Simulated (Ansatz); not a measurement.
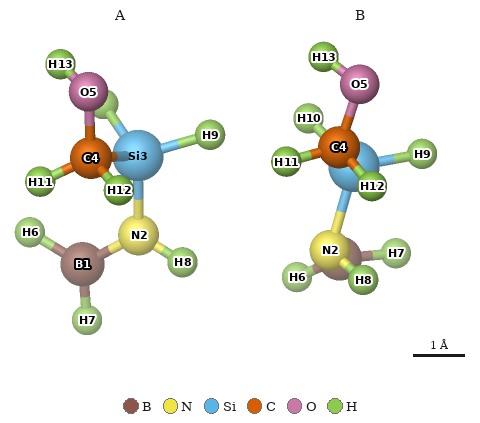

Two geometries of CH8BNOSi (coarse preliminary run), drawn at one scale. One is the start of a relaxation, the other its converged end. The picture is a ball-and-stick view, seen from a free direction.

Method: Ansatz 0.2.0, RKS PBE-D4/def2-SVP. Set-up: force threshold 0.03 eV/Å; at most 200 steps.

### Which one is relaxed?

Structure A is the relaxed one. The start comes from a force field. Over 29 accepted moves (31 points after the start) the energy falls by 1.611 eV. Largest force component: 3.2 eV/Å at the start, 0.012 eV/Å at the end. The line search rejected the trial steps at points 16, 29 of the run. The forces were under the threshold at step 25, but the run went on from there. H7 moves most after the best rigid fit: 1.94 Å. By element the largest moves are H 1.94 Å, N 1.10 Å, O 0.64 Å, Si 0.52 Å, B 0.51 Å, C 0.31 Å. Among the contacts that change: Si3–H9 1.420 → 1.503 Å, C4–O5 1.362 → 1.428 Å, B1–N2 1.474 → 1.408 Å, C4–H12 1.151 → 1.111 Å. Among the angles between lasting bonds that change: B1–N2–Si3 106.8° → 124.9°, Si3–N2–H8 105.2° → 117.2°, B1–N2–H8 109.0° → 117.8°. Cost: 46 s on 4 threads of Arm Neoverse V1, with other jobs on the host.
